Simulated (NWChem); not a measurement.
**BNH3S (SMILES N[B]S): UB3LYP/6-311+G(d,p)**

What is the vertical ionisation energy of BNH3S at UB3LYP/6-311+G**? 

The calculation is run with NWChem 7.3.0.

## (1) The system as given

BNH3S has 6 atoms, charge 0, and is taken as a doublet. SMILES: `N[B]S`. The coordinates come from a PBE0-D4/def2-TZVP relaxation. This is a higher conformer, about 7 kJ/mol above the lowest found by a separate search.

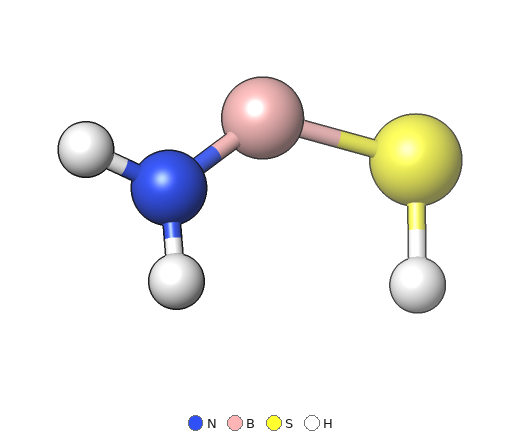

Viewed from a chosen angle; nitrogen blue, boron pink, sulfur yellow, hydrogen white.

## (2) The energy at UB3LYP/6-311+G(d,p)

bh3ns.xyz reads:

```xyz
6
BH3NS
N     -0.621200     0.083000    -0.756700
B     -0.538400    -0.445500     0.515700
S      0.781100    -0.475200     1.709200
H     -1.454200     0.016000    -1.315600
H      0.135500     0.569200    -1.216600
H      1.739200     0.188500     1.017800
```

bh3ns.nw reads:

```
START bh3ns
TITLE "BH3NS"
memory stack 880 mb heap 220 mb global 1100 mb

GEOMETRY units angstrom noautosym nocenter noautoz
 load format xyz bh3ns.xyz
END

BASIS spherical bse
 * library 6-311+G**
END

DFT
 xc b3lyp
 mult 2
 grid xfine
 convergence energy 1e-08
 iterations 100
 mulliken
 print low
END

TASK dft energy
```

Started as:

```
$ nwchem bh3ns.nw > bh3ns.out
```

Output:

```text
[...]
 d= 0,ls=0.0,diis     1   -479.5881541731 -5.61D+02  9.12D-03  2.40D-01     4.2
[...]
 d= 0,ls=0.0,diis    11   -479.6535820125 -7.70D-09  2.64D-07  1.03D-09    45.0
[...]
         Total DFT energy =     -479.653582012535
      One electron energy =     -821.417314104353
           Coulomb energy =      297.888048598484
    Exchange-Corr. energy =      -37.829535328285
 Nuclear repulsion energy =       81.705218821619
[...]
      Total Density - Mulliken Population Analysis
     ---------------------------------------------
    Atom       Charge   Shell Charges
 -----------   ------   -------------------------------------------------------
    1 N    7     7.51   1.09  0.90  0.82  0.85  1.83  0.58  1.31 -0.03  0.14  0.02
    2 B    5     5.07   1.13  0.86  0.46  0.66  0.96  0.39  0.35  0.12  0.03  0.11
    3 S   16    15.94   0.77  1.19  0.93  1.06  1.10  0.81  1.86  4.01  1.08  2.52  0.75 -0.08 -0.12  0.05
    4 H    1     0.74   0.27  0.40  0.02  0.04
    5 H    1     0.77   0.27  0.41  0.04  0.04
    6 H    1     0.98   0.25  0.54  0.16  0.03
[...]
      <S2> =      0.7528 (Exact =     0.7500)
[...]
```

It took 46 s on 1 thread of Intel Xeon Platinum 8375C at 2.90GHz (Ice Lake), shared host; peak memory 0.13 GiB.

## (3) The singlet cation

test.xyz reads:

```xyz
6
BH3NS
N     -0.621200     0.083000    -0.756700
B     -0.538400    -0.445500     0.515700
S      0.781100    -0.475200     1.709200
H     -1.454200     0.016000    -1.315600
H      0.135500     0.569200    -1.216600
H      1.739200     0.188500     1.017800
```

test.nw reads:

```
start test
title "BH3NS"
memory 2200 mb
charge 1

geometry noautosym nocenter noautoz
  load test.xyz
end

basis spherical bse
  * library 6-311+G**
end

dft
  xc b3lyp
  grid xfine
  convergence energy 1e-08
  iterations 100
  mulliken
  noprint "final vectors analysis"
end

task dft
```

Started as:

```
$ nwchem test.nw > test.out
```

Output:

```text
[...]
          Wavefunction type:  closed shell.
          No. of atoms     :     6
          No. of electrons :    30
[...]
          Charge           :     1
          Spin multiplicity:     1
[...]
          AO basis - number of functions:    92
[...]
              XC Information
              --------------
                         B3LYP Method XC Potential
                     Hartree-Fock (Exact) Exchange  0.200
                        Slater Exchange Functional  0.800 local
                    Becke 1988 Exchange Functional  0.720 non-local
              Lee-Yang-Parr Correlation Functional  0.810
                  VWN I RPA Correlation Functional  0.190 local
[...]
 d= 0,ls=0.0,diis     1   -479.1394900942 -5.61D+02  2.73D-02  3.74D+00     3.0
[...]
 d= 0,ls=0.0,diis    12   -479.3542091371 -2.80D-09  3.45D-07  9.81D-10    30.1
         Total DFT energy =     -479.354209137099
      One electron energy =     -813.654607922706
           Coulomb energy =      290.116383958355
    Exchange-Corr. energy =      -37.521203994367
 Nuclear repulsion energy =       81.705218821619
[...]
      Total Density - Mulliken Population Analysis
     ---------------------------------------------
    Atom       Charge   Shell Charges
 -----------   ------   -------------------------------------------------------
    1 N    7     7.39   1.09  0.90  0.82  0.85  1.84  0.57  1.26 -0.04  0.09  0.01
    2 B    5     4.70   1.13  0.86  0.41  0.71  0.86  0.29  0.23  0.07  0.02  0.12
    3 S   16    15.70   0.77  1.19  0.93  1.06  1.12  0.80  1.86  4.01  1.07  2.47  0.55 -0.08 -0.12  0.05
    4 H    1     0.68   0.26  0.37 -0.00  0.04
    5 H    1     0.66   0.26  0.37 -0.01  0.05
    6 H    1     0.86   0.23  0.50  0.09  0.03
[...]
```

Run time: 31 s. Hardware: 1 thread of Intel Xeon Platinum 8375C at 2.90GHz (Ice Lake), shared host; peak memory 0.13 GiB.

## (4) Summary of results

Level: UB3LYP/6-311+G**.

```
                                          quantity          value
                       doublet BNH3S: total energy  -479.65358 Eh
                               doublet BNH3S: ⟨S²⟩          0.753
                      singlet cation: total energy  -479.35421 Eh
vertical ionisation energy (to the singlet cation)       8.146 eV
```

The vertical ionisation energy comes to 8.15 eV (786 kJ/mol). Only the singlet of the ionised species was computed; a triplet could lie lower.
